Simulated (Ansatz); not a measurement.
Pulling on the Zn1–H2 bond in FHZn (SMILES [F][ZnH]) (multiplicity 1 held, fragments rigid). Energies count from the point at 1.505 Å.
Geometry at that point (charge 0, multiplicity 1):
```json
[
 {"atom": "Zn", "x (Å)": "0.0000", "y (Å)": "0.0000", "z (Å)": "-0.3581"},
 {"atom": "H", "x (Å)": "0.0000", "y (Å)": "0.0000", "z (Å)": "-1.8636"},
 {"atom": "F", "x (Å)": "0.0000", "y (Å)": "0.0000", "z (Å)": "1.4008"}
]
```

Restricted levels (R-, RO-) in cc, def2 and unpolarised 6-31G sets keep to the state of the molecule at rest. Unrestricted levels (U-) break spin symmetry where that is lower. Active spaces are followed from a long bond inwards. Levels need not reach the same state.

Frozen-core correlation.

Programs: Ansatz (an electronic-structure program) with Gaussian orbitals. Each number belongs to the level named beside it.

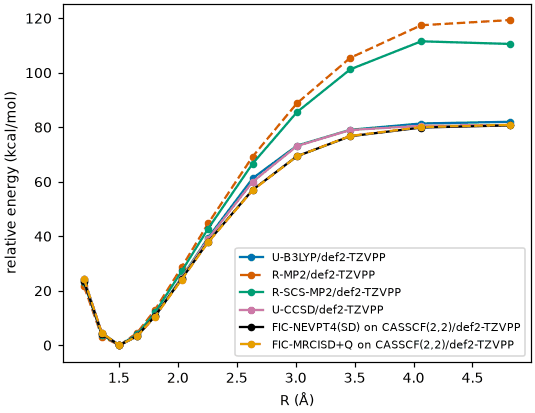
Figure. Relative energy along the coordinate

Doubts at one or more of the structures used: a spin-contaminated determinant (U-B3LYP/def2-TZVPP, U-CCSD/def2-TZVPP); a restricted determinant that unrestricted orbitals would lower (R-MP2/def2-TZVPP, R-SCS-MP2/def2-TZVPP); T1 above 0.05 (U-CCSD/def2-TZVPP).
